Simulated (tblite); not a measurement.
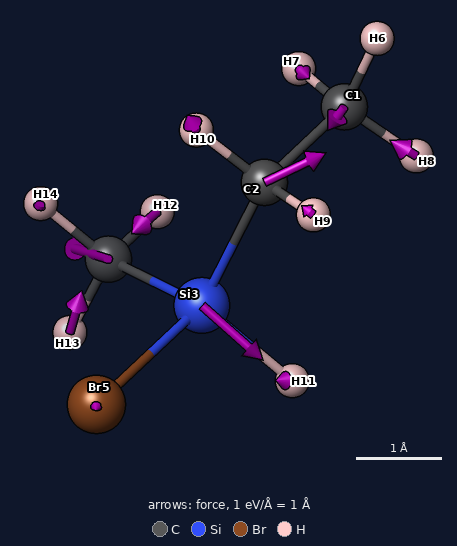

Starting geometry of C3H9BrSi with the computed forces as purple arrows. A ball-and-stick model, seen from a free direction.

Theory: tblite, GFN2-xTB geometry optimisation, gas phase. 

### What follows when this structure is relaxed?

It isn't relaxed: the largest force vector, on a C atom, is 1.47 eV/Å. The final displacements follow the starting forces only in part (cosine between the two patterns 0.46). An H atom moves most after the best rigid fit: 0.070 Å. By element the largest moves are H 0.070 Å, C 0.046 Å, Si 0.043 Å, Br 0.036 Å. Among the contacts that change: C–Si 1.848 → 1.893 Å, C–Si 1.869 → 1.898 Å, C–H 1.106 → 1.086 Å, H–Si 1.476 → 1.461 Å. Among the angles between lasting bonds that change: Br–Si–H 108.1° → 104.3°, C–Si–H 110.3° → 112.6°, C–Si–H 110.6° → 112.8°. After 17 geometry steps the energy has fallen by 0.073 eV. The run took 0.19 s on 1 thread of Arm Neoverse N1, with other jobs on the host.
